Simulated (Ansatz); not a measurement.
**C3H4O2: molecular dynamics (part 2 of 2)**

The same run, continued: C3H4O2, SMILES CC(=O)C=O; RKS PBE-d3bjatm/def2-SVP (Ansatz 0.2.0). The geometry comes from this level: PBE0-D4/def2-TZVP.

Geometry of the input (Å):
```
C  -0.0168  -0.9749  -0.6503
C  0.4785  -0.0436  0.4041
O  1.4162  -0.2504  1.1315
C  -0.2666  1.2816  0.5724
O  -1.2084  1.5959  -0.0969
H  -1.0640  -1.2244  -0.4601
H  0.5930  -1.8754  -0.6704
H  0.0031  -0.4758  -1.6226
H  0.1536  1.9207  1.3749
```

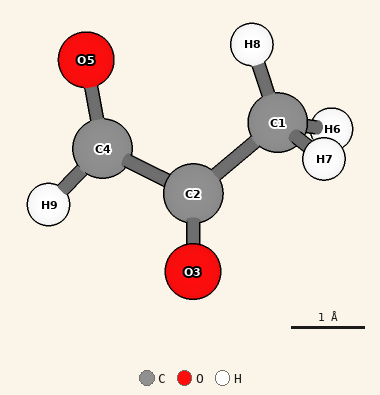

The geometry at step 29 of the log (ball-and-stick view, seen at a tilt; atoms are numbered from 1 in the order of the input).

Trajectory as extended XYZ, continued:
```
9
Properties=species:S:1:pos:R:3:forces:R:3 step=5 time_fs=10.0 energy=-7255.06519 temperature=600.5
C     0.0182   -0.9402   -0.6640   -3.3438  -0.2534   0.5474
C     0.4456   -0.0241    0.3443    3.4519  -0.0487   3.6338
O     1.4010   -0.2159    1.1273   -0.4207  -0.1874  -0.9066
C    -0.3037    1.2193    0.6703    0.7208   1.3289  -2.1225
O    -1.1493    1.5665   -0.1375   -0.7603   0.7883   0.8214
H    -0.9885   -1.0738   -0.1238    0.0446  -0.2085  -0.8780
H     0.3721   -1.9430   -0.5933    1.3136  -0.9634  -0.3874
H    -0.3016   -0.5302   -1.6173    0.1265   0.1416  -0.6689
H     0.3235    1.9062    1.3776   -1.1326  -0.5975  -0.0393
9
Properties=species:S:1:pos:R:3:forces:R:3 step=7 time_fs=14.0 energy=-7255.14281 temperature=713.0
C    -0.0287   -0.9508   -0.6666    0.9057  -0.9232  -0.5610
C     0.4534   -0.0056    0.3571    3.7085  -1.2659   2.4734
O     1.4244   -0.2131    1.1403   -1.5355   0.1810  -1.6491
C    -0.3238    1.2251    0.6511    2.4697  -1.8776  -0.3659
O    -1.1249    1.5614   -0.1325   -3.9507   2.1649  -2.3995
H    -0.9805   -1.0033   -0.1839   -1.8828  -1.2661   0.4338
H     0.5363   -1.9452   -0.7090   -0.6195   1.1657   0.1743
H    -0.3600   -0.6035   -1.6615    0.5009   0.4246  -0.1076
H     0.1567    1.7856    1.4176    0.4038   1.3966   2.0016
9
Properties=species:S:1:pos:R:3:forces:R:3 step=10 time_fs=20.0 energy=-7255.35535 temperature=944.1
C    -0.0994   -0.9783   -0.6752   -0.7681   1.2158   1.2500
C     0.5317   -0.0066    0.4180   -3.2369  -0.4853  -2.9361
O     1.4424   -0.2087    1.1383    2.8609  -1.0525   1.6722
C    -0.2996    1.2142    0.6337   -1.1557   2.2848   1.4249
O    -1.1481    1.5870   -0.1606    0.5039  -0.0765   0.5483
H    -1.1767   -1.2065   -0.2737    1.7588  -0.3474  -0.4517
H     0.6377   -1.7507   -0.8251    0.0853  -1.3651   0.2807
H    -0.3073   -0.5980   -1.6933    0.1323   0.7715   0.1609
H    -0.0984    1.7829    1.7177   -0.1803  -0.9453  -1.9492
9
Properties=species:S:1:pos:R:3:forces:R:3 step=12 time_fs=24.0 energy=-7255.32084 temperature=901.9
C    -0.1515   -0.9834   -0.6683    4.5561   0.7254   0.0150
C     0.5508   -0.0187    0.4259   -3.1841  -0.0407  -1.6246
O     1.4784   -0.2155    1.1491    1.6462  -0.9288   0.5977
C    -0.2877    1.2336    0.6463   -3.3564   0.2586  -3.3779
O    -1.1680    1.6083   -0.1806    2.3491  -0.7719   1.7629
H    -1.0639   -1.4458   -0.4058   -1.6290  -0.5003   0.7599
H     0.6492   -1.7580   -0.8408   -0.6285   0.0032   0.1768
H    -0.2212   -0.4722   -1.6437   -0.3645   0.3873   0.0974
H    -0.3127    1.6450    1.6364    0.6111   0.8671   1.5929
9
Properties=species:S:1:pos:R:3:forces:R:3 step=14 time_fs=28.0 energy=-7255.05512 temperature=606.6
C    -0.1578   -0.9818   -0.6581    1.2547  -0.4878   0.0743
C     0.5321   -0.0321    0.4145    0.7164  -0.5629   1.8885
O     1.5284   -0.2308    1.1645   -2.6093   0.0690  -2.4194
C    -0.3160    1.2590    0.6244   -2.0987  -0.5169   0.0930
O    -1.1668    1.6230   -0.1851    1.1623  -0.0158   0.3387
H    -1.0803   -1.7001   -0.4575    0.9781   2.1593   0.0426
H     0.5896   -1.7845   -0.8337    0.3271   0.2105  -0.2487
H    -0.1917   -0.2972   -1.5782   -0.6424  -0.9633   0.7608
H    -0.4428    1.5983    1.7177    0.9116   0.1078  -0.5298
9
Properties=species:S:1:pos:R:3:forces:R:3 step=17 time_fs=34.0 energy=-7255.21542 temperature=794.3
C    -0.1292   -0.9875   -0.6339    4.0669   1.0515   0.2763
C     0.5227   -0.0651    0.4420    0.9800  -0.3251   1.4676
O     1.5552   -0.2516    1.1446   -3.0435   0.4478  -2.1329
C    -0.3898    1.2744    0.6076    2.3080  -2.7458   3.0704
O    -1.1554    1.6498   -0.1962   -1.9194   1.3349  -2.4972
H    -0.9736   -1.5763   -0.4754   -2.4895  -0.7690   1.1151
H     0.6202   -1.7775   -0.9078    0.0129   0.6566  -0.2711
H    -0.3248   -0.2285   -1.3974   -0.2355  -0.1527  -0.8568
H    -0.4016    1.5836    1.7032    0.3200   0.5018  -0.1715
9
Properties=species:S:1:pos:R:3:forces:R:3 step=19 time_fs=38.0 energy=-7255.50882 temperature=1085.1
C    -0.0683   -0.9839   -0.6101   -1.6160   0.6776  -0.3719
C     0.5315   -0.0929    0.4852   -2.9671   0.4921  -2.0274
O     1.5371   -0.2606    1.1052    1.0716   0.0427   0.9405
C    -0.4133    1.2462    0.6384    0.1679  -1.0919  -1.2481
O    -1.1650    1.6808   -0.2277    0.9445  -0.5743   0.9928
H    -1.1264   -1.4516   -0.3383    2.0247   0.4007  -0.0099
H     0.6863   -1.6934   -1.0159   -0.4382  -0.0668   0.1098
H    -0.4647   -0.2397   -1.4020    0.8026  -0.7908   0.5730
H    -0.2867    1.6587    1.6394    0.0101   0.9108   1.0412
9
Properties=species:S:1:pos:R:3:forces:R:3 step=21 time_fs=42.0 energy=-7255.15671 temperature=717.6
C    -0.0221   -0.9712   -0.5899   -1.5719   0.3478   0.1236
C     0.5056   -0.1147    0.5047   -2.8818   0.9367  -2.7121
O     1.5276   -0.2687    1.0736    2.1964   0.2105   2.0046
C    -0.4330    1.2064    0.6579   -0.7420   2.7534  -0.3644
O    -1.1666    1.7066   -0.2508    2.4861  -2.1630   3.0537
H    -1.0396   -1.2978   -0.1903    0.9873  -0.9993  -0.1741
H     0.6950   -1.6195   -1.1098   -0.1364  -0.7369   0.4846
H    -0.4995   -0.3457   -1.3480    0.2280   0.8503  -0.5747
H    -0.1783    1.8401    1.6951   -0.5656  -1.1995  -1.8412
9
Properties=species:S:1:pos:R:3:forces:R:3 step=24 time_fs=48.0 energy=-7254.99631 temperature=563.0
C     0.0211   -0.9439   -0.5759   -3.7936  -1.1046  -1.8937
C     0.4272   -0.1215    0.4871    3.7254   1.5774   1.5866
O     1.5367   -0.2744    1.0546   -2.4336   1.1092  -0.0457
C    -0.4758    1.2035    0.6704    0.4140  -0.9859  -2.8915
O    -1.1295    1.7083   -0.2358   -0.0336  -1.1175   0.3795
H    -0.8505   -1.4178    0.0467    0.6036  -0.2095  -1.4212
H     0.6630   -1.6727   -1.0806    0.4834  -0.2461   0.5127
H    -0.4942   -0.3172   -1.3788    0.1529  -0.5321   0.7281
H    -0.1443    1.8406    1.4190    0.8815   1.5089   3.0453
9
Properties=species:S:1:pos:R:3:forces:R:3 step=26 time_fs=52.0 energy=-7255.04784 temperature=600.4
C     0.0106   -0.9399   -0.5955   -2.2767  -3.1304   0.6575
C     0.4214   -0.1029    0.4903    2.6024   0.4561   0.6197
O     1.5205   -0.2661    1.0445   -1.8426   1.1648   0.3556
C    -0.4943    1.2065    0.6525    4.6307   0.1413   4.0919
O    -1.1009    1.6941   -0.2169   -2.6634   0.8562  -3.1004
H    -0.7529   -1.6260    0.0440    0.5361   1.2132  -1.6005
H     0.6932   -1.7463   -0.9446    0.3359   0.7431  -0.0886
H    -0.4852   -0.3215   -1.3452   -0.5708  -0.2641  -0.5585
H    -0.0648    1.9141    1.5195   -0.7517  -1.1802  -0.3765
9
Properties=species:S:1:pos:R:3:forces:R:3 step=29 time_fs=58.0 energy=-7255.51993 temperature=1072.0
C    -0.0392   -0.9867   -0.6172    0.3678   0.0847   0.1377
C     0.4504   -0.0658    0.4956   -3.9472  -0.1196  -2.7017
O     1.4775   -0.2353    1.0423    3.0837   0.0607   2.3420
C    -0.4269    1.2162    0.7017    0.1777   0.1960  -2.2615
O    -1.0964    1.6825   -0.2307    0.6837  -0.7692   1.6802
H    -0.6693   -1.7896   -0.2266   -1.0299   0.0136   0.5068
H     0.8367   -1.6427   -0.8139    0.1381   0.5661  -0.9926
H    -0.5883   -0.4181   -1.4280    0.6962  -0.6617   0.3703
H    -0.1333    1.7653    1.6050   -0.1703   0.6294   0.9187
9
Properties=species:S:1:pos:R:3:forces:R:3 step=31 time_fs=62.0 energy=-7255.42953 temperature=997.2
C    -0.0636   -1.0230   -0.6283   -0.0479  -1.4299   0.8154
C     0.4252   -0.0431    0.4644   -0.6111  -0.5908  -0.1423
O     1.4749   -0.2117    1.0642    0.0375   0.0292   0.1172
C    -0.3653    1.2276    0.7203   -2.5048   0.8377  -3.0348
O    -1.0924    1.6696   -0.2302    2.1052  -0.8618   3.2283
H    -0.8244   -1.9100   -0.3133    1.7136   1.7874  -0.0570
H     0.9481   -1.4462   -0.8915   -0.8955  -0.3239  -0.3716
H    -0.5894   -0.5688   -1.4820    0.1879   0.4455  -0.0864
H    -0.2525    1.6955    1.7493    0.0150   0.1066  -0.4690
9
Properties=species:S:1:pos:R:3:forces:R:3 step=33 time_fs=66.0 energy=-7254.97195 temperature=533.0
C    -0.0862   -1.0724   -0.6310    3.1644   3.6841  -1.3485
C     0.3915   -0.0283    0.4306    2.8949  -1.3929   2.0189
O     1.4733   -0.1878    1.0876   -2.7275   0.1011  -1.8657
C    -0.3348    1.2469    0.7001   -2.4993   0.2330   0.4212
O    -1.0698    1.6494   -0.2007    0.6490   0.6125   1.0234
H    -0.7691   -1.8116   -0.3907   -1.2078  -2.4065   1.4340
H     0.9376   -1.3012   -1.0254   -0.5697  -1.2480   0.2772
H    -0.5588   -0.6585   -1.5418   -0.2117   0.8828   0.2191
H    -0.3542    1.6659    1.8568    0.5077  -0.4661  -2.1795
9
Properties=species:S:1:pos:R:3:forces:R:3 step=36 time_fs=72.0 energy=-7255.08693 temperature=638.3
C    -0.0769   -1.0830   -0.6571   -0.0484  -0.3630   0.4363
C     0.4058   -0.0377    0.4244    0.9707  -0.9616   0.3727
O     1.4272   -0.1518    1.0922    0.1290  -0.7054  -0.2646
C    -0.3311    1.2603    0.6784    1.2211  -4.0381   1.0710
O    -1.0386    1.6385   -0.1556   -3.6964   3.2009  -4.3721
H    -0.7529   -1.9960   -0.2423    1.5134   1.9643  -0.7057
H     0.8564   -1.4367   -1.1682   -0.2235  -0.4583   0.6795
H    -0.5780   -0.5903   -1.5162   -0.5726   0.1766   0.4618
H    -0.3587    1.5971    1.6819    0.7068   1.1845   2.3211
9
Properties=species:S:1:pos:R:3:forces:R:3 step=38 time_fs=76.0 energy=-7255.29634 temperature=851.2
C    -0.0672   -1.0815   -0.6739    2.2306   1.5565  -0.1450
C     0.4353   -0.0605    0.4299   -3.2369  -0.4740  -2.6611
O     1.3935   -0.1351    1.0894    4.8101  -1.3744   2.7283
C    -0.3199    1.2174    0.6832   -1.9042   0.6626   1.2125
O    -1.0534    1.6648   -0.1675   -0.1817   0.7678  -0.1689
H    -0.5498   -1.9012   -0.1993   -1.3845  -0.9241   0.8580
H     0.7997   -1.6457   -1.1645   -0.5022   1.0623   0.2961
H    -0.6807   -0.5037   -1.3907   -0.1483  -0.4000  -0.0343
H    -0.2335    1.7069    1.8182    0.3172  -0.8768  -2.0856
9
Properties=species:S:1:pos:R:3:forces:R:3 step=40 time_fs=80.0 energy=-7255.38648 temperature=933.1
C    -0.0357   -1.0632   -0.6891   -1.4841   0.6097   2.3743
C     0.4302   -0.0896    0.4061   -0.7972  -0.0595  -0.7124
O     1.4009   -0.1308    1.1094    2.4018  -1.0997   0.9519
C    -0.3304    1.1798    0.7017   -2.8957   1.8040  -2.8562
O    -1.0717    1.6993   -0.1827    1.7325  -1.0102   2.4220
H    -0.5091   -1.8849   -0.0542   -0.4834   0.7727  -0.3672
H     0.6934   -1.7225   -1.1298    1.1149   0.2918  -1.0400
H    -0.8028   -0.4779   -1.2689    0.5174  -0.8600  -0.1930
H    -0.0608    1.7045    1.6865   -0.1060  -0.4489  -0.5795
9
Properties=species:S:1:pos:R:3:forces:R:3 step=43 time_fs=86.0 energy=-7255.21141 temperature=741.6
C    -0.0116   -1.0344   -0.6641   -0.8288  -1.6387  -0.2231
C     0.4186   -0.1297    0.3702    3.2981   1.5334   3.4928
O     1.4413   -0.1431    1.1461   -2.6329  -0.5557  -2.7461
C    -0.4077    1.1542    0.6534    2.3434   0.9183   0.2258
O    -1.0736    1.7346   -0.1668   -0.8741  -0.0716  -0.1003
H    -0.5575   -1.7061    0.0470    0.0443  -0.6760  -0.2456
H     0.7089   -1.6691   -1.2640   -0.4227   0.7320   0.5098
H    -0.8918   -0.6178   -1.1892    0.4060   0.2491  -0.5862
H     0.2201    1.6846    1.5096   -1.3334  -0.4909  -0.3271
9
Properties=species:S:1:pos:R:3:forces:R:3 step=45 time_fs=90.0 energy=-7255.00648 temperature=534.6
C    -0.0098   -1.0382   -0.6416   -1.5697   0.1245  -0.6081
C     0.4556   -0.1359    0.3936    0.6269   1.3245   1.1499
O     1.4437   -0.1586    1.1427   -1.2568  -0.3292  -1.5066
C    -0.4383    1.1469    0.6056    5.2207  -0.1788   3.6083
O    -1.0808    1.7555   -0.1525   -2.9010   1.2328  -2.6534
H    -0.5869   -1.6527    0.0492   -0.1120  -1.6244   0.2104
H     0.6846   -1.5135   -1.3083    0.8610  -0.9345  -0.1587
H    -0.8866   -0.6822   -1.2486    0.6698   0.6835   0.1682
H     0.2465    1.6611    1.4591   -1.5389  -0.2984  -0.2101
9
Properties=species:S:1:pos:R:3:forces:R:3 step=48 time_fs=96.0 energy=-7255.41846 temperature=965.6
C    -0.0335   -1.0572   -0.6180    0.5403  -1.4001  -0.3617
C     0.4999   -0.1175    0.4337   -4.4133   0.3234  -3.5521
O     1.4422   -0.1884    1.1245    3.3191  -0.4511   2.2745
C    -0.3876    1.1384    0.5902   -0.5386   3.1952  -0.3023
O    -1.1312    1.7976   -0.1664    1.2982  -2.4464   0.8577
H    -0.5710   -1.8764   -0.0028    0.6524   0.5943  -1.0016
H     0.7769   -1.4708   -1.3131   -0.6167  -0.0503   1.0335
H    -0.7616   -0.5789   -1.3072   -0.1054   0.1917   0.4467
H    -0.0120    1.6534    1.5118   -0.1358   0.0434   0.6054
9
Properties=species:S:1:pos:R:3:forces:R:3 step=50 time_fs=100.0 energy=-7255.29246 temperature=868.6
C    -0.0459   -1.0871   -0.6055    0.5373   2.6840  -0.8590
C     0.4700   -0.0998    0.4143    0.8114  -0.5960   0.5215
O     1.4725   -0.2128    1.1327   -1.1973   0.1112  -0.8448
C    -0.3526    1.1718    0.5800   -2.4998   4.2442   1.2807
O    -1.1571    1.8030   -0.1720    2.6590  -2.8281   1.4280
H    -0.4458   -1.9795   -0.2093   -1.3951  -1.2853   1.0197
H     0.7838   -1.4849   -1.1664    1.0347  -0.0986  -0.7180
H    -0.6961   -0.4559   -1.2760   -0.0778  -0.9364   0.2370
H    -0.1912    1.6951    1.7025    0.1276  -1.2949  -2.0652
```

Key numbers:

```csv
quantity,value
outcome,finished
mean temperature over the second half,767 K
trajectory,"50 steps, 100 fs"
ensemble,nve
temperature in the input,1500 K
time step,2 fs
potential energy (last step),−7255.2925 eV
mean-field energy (last step),−7255.1361 eV
dispersion energy (last step),−0.1564 eV
SCF solution under orbital rotations (last step),stable
largest force (length of the vector) (last step),5.089 eV/Å
dipole moment (last step),1.83 D
hardware,"4 threads of Arm Neoverse N1, 23 GiB of memory available, shared host"
wall time,55 s (CPU time 3.4 min)
peak memory,0.42 GiB
```

Notes:

So short a trajectory is not equilibrated.
